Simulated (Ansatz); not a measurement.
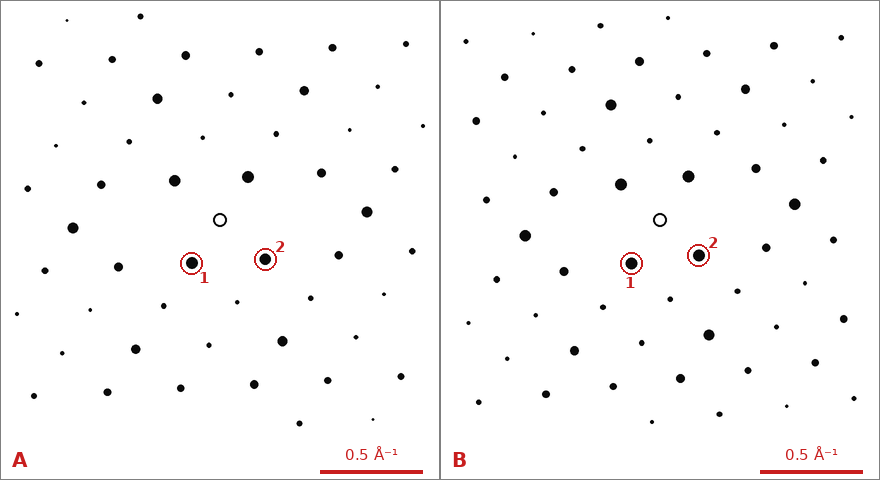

Kinematic electron diffraction patterns (300 kV, B = 0.5 Å², same scale) along [111] of the run's own cell, for the start and the end of one relaxation of RbFe with DFT PBE, scalar-relativistic, plane waves, PAW in Ansatz. k mesh 12×12×6. The start is a generated model structure, and the relaxation ends in the nearest stationary point of its symmetry, not necessarily the ground state. Spot 1 is -1 0 1 and spot 2 is 0 -1 1 in both.

Start structure:

```
Rb Fe
1.0
     4.27667    0.00000    0.00000
     0.00000    4.21674    0.00000
     0.00000    0.00000    9.60648
Rb Fe
2 2
Direct
  0.75000 0.00000 0.73696
  0.25000 0.00000 0.26304
  0.75000 0.50000 0.03684
  0.25000 0.50000 0.96316
```

Question: Which pattern belongs to the start structure, and which to the relaxed one?

Answer: B is the start: its cell gives d(1) = 3.907 Å, d(2) = 3.861 Å and an angle of 80.6°. A is the relaxed structure, with d(1) = 3.957 Å (+1.3 %), d(2) = 3.400 Å (-11.9 %) and 82.4°.

Question: Summarise the relaxation behind the change.

Answer: The volume changed by -9.7 % to 39.11 Å³ an atom; with the mean shift removed, the atoms moved by up to 0.04 Å relative to the cell (Rb most); the space group stayed Pmma (No. 51); the free energy fell by 6.8 meV an atom. Relaxed cell: a = 4.304 Å, b = 3.613 Å, c = 10.059 Å, α = 90.00°, β = 90.00°, γ = 90.00°.
